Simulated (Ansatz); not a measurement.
The calculation's input:

```
crystal:
  periodic: [false, false, false]
  atoms:
    - { symbol: Si, position_ang: [-0.149765, 0.145071, 0.035157] }
    - { symbol: O, position_ang: [-0.129158, 0.154576, 1.724977] }
    - { symbol: H, position_ang: [-1.00484, 0.053137, 2.143706] }
    - { symbol: H, position_ang: [1.276906, 0.265535, -0.393299] }
    - { symbol: H, position_ang: [-0.923665, 1.342966, -0.463815] }
    - { symbol: H, position_ang: [-0.802141, -1.086123, -0.52991] }
    - { symbol: Cl, position_ang: [1.571372, -2.516883, 1.083631] }
    - { symbol: H, position_ang: [1.195391, -1.588879, 1.974353] }
basis:
  gaussian: { orbitals: def2-SVP }
hamiltonian:
  xc: pbe
  dispersion: d4
relax:
  f_tol: 0.03
  max_steps: 50
output:
  orbitals: {}
```

Run with:

```sh
ansatz run input.yaml --threads 1 --pin off --max-ram 2048MiB --backend cpu --events-out ev --progress --plain --runs-dir out
```

The fields are those of the run's last geometry, not of the input's.

Theory: RKS PBE-D4/def2-SVP (Ansatz 0.2.0).

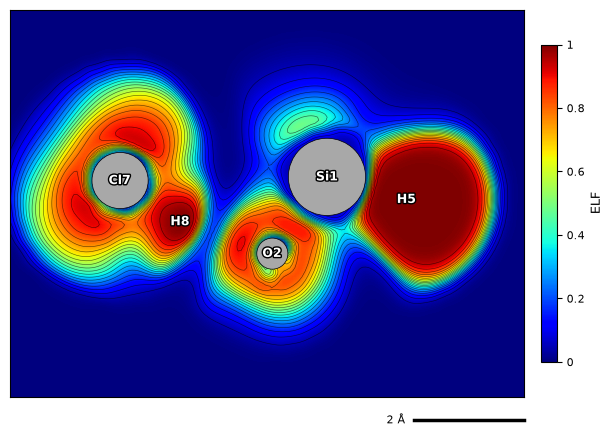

H₄OSi···HCl. Electron localisation function on the plane of atoms O2, Si1 and H5. Grey discs cover the atomic cores.

**What do the fields say about this system?**

Atoms in the plane: Si, O, H and Cl. O2···H8 (1.77 Å): the ELF dips to about 0.20 between them. Si–O (1.71 Å): the ELF peaks at about 0.90 between the atoms (a shared but strongly polarised pair). Cl–H (1.33 Å): the ELF climbs to about 1 towards the hydrogen, as it does in any bond to H. Si–H (1.50 Å): the ELF climbs to about 1 towards the hydrogen. The ELF also peaks beside Cl7, away from the bonds: lone-pair regions.
